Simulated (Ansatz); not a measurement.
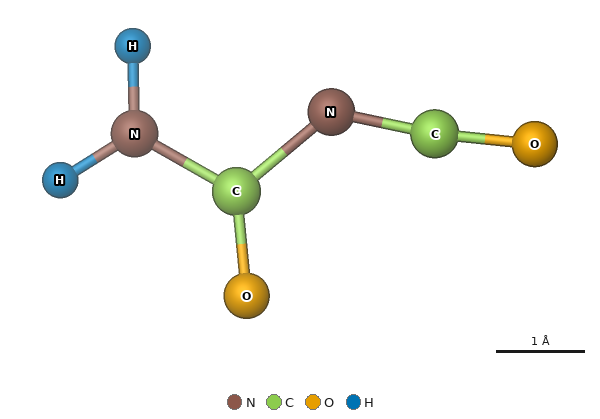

*The input geometry (ball-and-stick view, seen on its broad side).*

**Single-point calculation, with input and output: C2H2N2O2**

C2H2N2O2, computed with RHF-CCSD(T), frozen core/def2-SVP (Ansatz 0.2.0).

The geometry comes from this level: PBE0-D4/def2-TZVP.

Output:
```
Functional definition: HF
  name "HF"
  cite "Fock, Z. Phys. 61, 126 (1930) doi:10.1007/BF01340294"
  parent pbe
  exchange = exact_x
  correlation = 0
937 factors; integrals over basis functions are off by at most 9.7e-4 eV
mean field evaluation 1: about -9118.8949 eV, gradient 5.0e1 eV
mean field evaluation 2: about -9119.0548 eV, gradient 5.0e1 eV
mean field evaluation 4: about -9123.8389 eV, gradient 5.4e0 eV
mean field evaluation 8: about -9123.9300 eV, gradient 4.9e-1 eV
mean field evaluation 16: about -9123.9321 eV, gradient 1.2e-6 eV
mean field -9123.93209335 eV, -335.2983200075 hartree, gradient 1.2e-6 eV, S^2 0.000000; 0 other end points of the search recorded, 0 dependent functions left out
6 core orbitals not correlated: weight in the atoms' cores, before any rotation towards them, 1.000 or more for the frozen orbitals, at most 0.000 for the correlated occupied ones
reference -9123.93209335 eV, -335.2983200075 hartree; 16, 16 occupied and 72, 72 virtual orbitals, 937 factors
second order -25.21801999 eV of doubles, -0.00000000 eV of singles
cycle   1  -24.57013805 eV  change    6.5e-1 eV  update   1.5e-1
cycle   2  -25.32610514 eV  change   -7.6e-1 eV  update   4.8e-2
cycle   3  -25.52040089 eV  change   -1.9e-1 eV  update   2.3e-2
cycle   4  -25.50913301 eV  change    1.1e-2 eV  update   5.7e-3
cycle   5  -25.50235644 eV  change    6.8e-3 eV  update   2.3e-3
cycle   6  -25.50320299 eV  change   -8.5e-4 eV  update   8.4e-4
cycle   7  -25.50307108 eV  change    1.3e-4 eV  update   3.4e-4
cycle   8  -25.50280156 eV  change    2.7e-4 eV  update   1.2e-4
cycle   9  -25.50283959 eV  change   -3.8e-5 eV  update   5.5e-5
cycle  10  -25.50288999 eV  change   -5.0e-5 eV  update   1.9e-5
cycle  11  -25.50286185 eV  change    2.8e-5 eV  update   8.7e-6
```

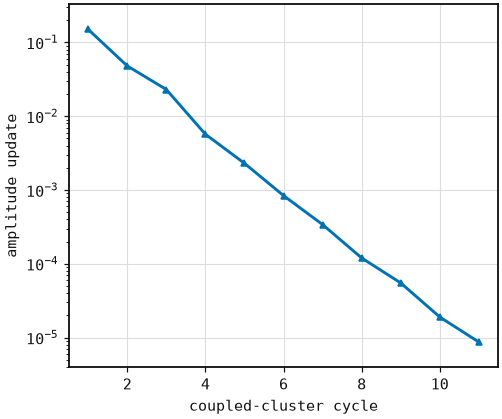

*Convergence of the coupled-cluster equations: amplitude update against the coupled-cluster cycle.*

The residual falls at every step.

```
perturbative correction -0.95932535 eV, -0.0352545565 hartree
Total energy: -9150.39428055 eV, -336.2707874504 hartree
```

The run was set up as follows.

The input:
```yaml
crystal:
  periodic: [false, false, false]
  atoms:
    - {symbol: N, position_ang: [0.053548, -1.399208, 0.565326]}
    - {symbol: C, position_ang: [-0.396380, -0.159845, 0.287349]}
    - {symbol: N, position_ang: [0.530560, 0.532941, -0.529605]}
    - {symbol: C, position_ang: [0.446794, 1.661603, -0.965959]}
    - {symbol: O, position_ang: [0.474749, 2.717268, -1.433766]}
    - {symbol: O, position_ang: [-1.436871, 0.306042, 0.671974]}
    - {symbol: H, position_ang: [0.933774, -1.721341, 0.209642]}
    - {symbol: H, position_ang: [-0.514175, -1.994559, 1.139239]}
basis:
  gaussian: {orbitals: def2-SVP}
correlation: {method: ccsd_t}
```

Run as:
```bash
ansatz run in.yaml --threads 2 --pin off --events-out ev --progress --plain --max-ram 4352MiB
```

Key numbers:

- outcome: converged
- total energy: −9150.3943 eV
- mean-field energy: −9123.9321 eV
- CCSD correlation: −25.5029 eV
- (T) correction: −0.9593 eV
- T1 diagnostic: 0.018
- SCF solution under orbital rotations: stable
- hardware: 2 threads of INTEL XEON PLATINUM @ 2.10GHz, 23 GiB of memory available, shared host
- wall time: 4.8 s (CPU time 9.2 s)
- peak memory: 0.41 GiB
